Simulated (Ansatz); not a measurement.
# GeH6N2Se: rigid scan of one bond length, by script

Aim: a rigid scan of one bond length, for GeH6N2Se, run from a script.

Computed with the Python package of Ansatz 0.2.0. Level of theory: r2SCAN+D3(BJ)/def2-SVP.

## Step 1: Starting point

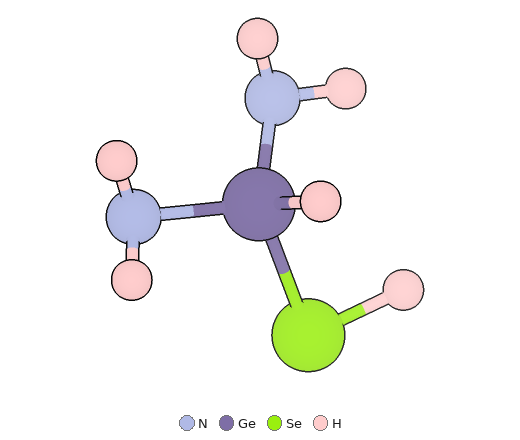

The starting structure, viewed from a chosen angle; nitrogen light blue, germanium purple, selenium green, hydrogen pink.

No structure file is read: the coordinates are typed or built in the script.

## Step 2: The script

run_scan.py

```python
import ansatz
import numpy as np

config = {
    'basis_set': 'def2-SVP',
    'xc': 'r2scan',
    'vdw': 'd3bj',
}


def main() -> None:
    mol = (
        ansatz.Crystal.molecule()
        .atom('N', [-1.3214, 0.8, -0.3244])
        .atom('Ge', [0.2284, -0.053, -0.0096])
        .atom('N', [-0.0417, -1.2657, 1.3685])
        .atom('Se', [0.9717, -1.1905, -1.9562])
        .atom('H', [-1.1731, 1.5348, -1.1067])
        .atom('H', [-1.5916, 1.4045, 0.5262])
        .atom('H', [1.3525, 0.9775, 0.3885])
        .atom('H', [0.9603, -1.6886, 1.555])
        .atom('H', [-0.243, -0.6913, 2.274])
        .atom('H', [0.9411, 0.1211, -2.7124])
    )

    symbols = [site.symbol for site in mol.cartesian_sites]
    start = np.array([site.position_ang for site in mol.cartesian_sites])
    axis = (start[8] - start[2]) / np.linalg.norm(start[8] - start[2])
    moving = [8]
    lengths, energies = [0.93, 1.0, 1.09, 1.2, 1.36, 1.64, 1.96, 2.4], []
    for length in lengths:
        xyz = start.copy()
        xyz[moving] += (length - np.linalg.norm(start[8] - start[2])) * axis
        point = ansatz.Crystal.molecule()
        for symbol, place in zip(symbols, xyz):
            point = point.atom(symbol, place.tolist())
        base = (
            point.calculation()
            .basis(gaussian=config['basis_set'])
            .functional(config['xc'], dispersion=config['vdw'])
            .spin('collinear')
        )
        r = base.run(threads=1, pin='off').report
        energies.append(r['free_energy_ev'])
        print(f'r = {length:6.3f} A  E = {energies[-1]:.5f} eV  <S^2> = {abs(r["mean_field"]["state"]["spin_squared"]):.3f}')

    print('energy above the lowest point (eV):', [round(e - min(energies), 3) for e in energies])


if __name__ == '__main__':
    main()
```

## Step 3: Running it

On the command line:

```bash
> python run_scan.py
```

Log:

```text
DeckWarning: the engine holds no damping parameters fitted to this dispersion correction and functional, so the run takes those fitted to r2scan beside the three-body term, which d3bj leaves out (hamiltonian.dispersion, under Limitations)
r =  0.930 A  E = -124926.98692 eV  <S^2> = 0.000
r =  1.000 A  E = -124927.21061 eV  <S^2> = 0.000
r =  1.090 A  E = -124927.14610 eV  <S^2> = 0.000
r =  1.200 A  E = -124926.76693 eV  <S^2> = 0.000
r =  1.360 A  E = -124925.97127 eV  <S^2> = 0.000
r =  1.640 A  E = -124924.51935 eV  <S^2> = 0.000
r =  1.960 A  E = -124923.38549 eV  <S^2> = 0.505
r =  2.400 A  E = -124922.84575 eV  <S^2> = 0.854
energy above the lowest point (eV): [0.224, 0.0, 0.065, 0.444, 1.239, 2.691, 3.825, 4.365]
```

(Warnings from the package without file and line.)

It took 4.2 min on 1 thread of Arm Neoverse V2, shared host; peak memory 0.44 GiB.

## Step 4: The runs side by side

The 8 runs, in the order started:

```tsv
run	distance (Å)	energy from run 2 (eV)	<S²>	SCF cycles	CPU time (s)
1	0.93	0.2237	0.00	18	19
2	1.00	0.0000	0.00	18	18
3	1.09	0.0645	0.00	18	20
4	1.20	0.4437	0.00	17	17
5	1.36	1.2393	0.00	19	19
6	1.64	2.6913	0.00	27	50
7	1.96	3.8251	0.50	57	53
8	2.40	4.3649	0.85	52	57
```

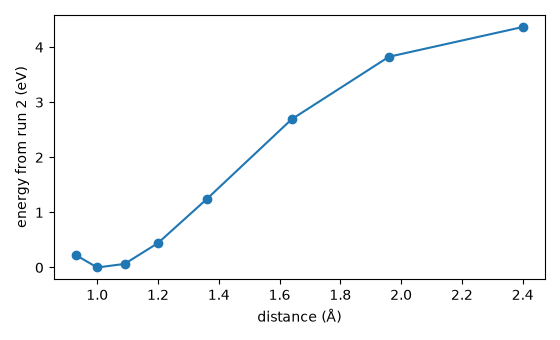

Energy against distance; lines join the points.

## Step 5: Outcome

| quantity | value |
| --- | --- |
| runs compared | 8 |
| range of energy | 4.365 eV |
| lowest point, distance (Å) | 1.00 |

In words: The curve has its lowest point inside the range, at 1.00. The ends stand 0.224 and 4.36 eV above it. The distance scanned is the script's pair 2, 8. <S²> moves from 0.00 to 0.85: along the scan the mean field breaks spin symmetry. What to keep in mind:
- The rest of the molecule is held rigid at a force-field or estimated start geometry, and the basis set is modest; single-reference methods fail as a bond breaks.
- A dispersion term here runs with damping parameters fitted for another variant or functional.
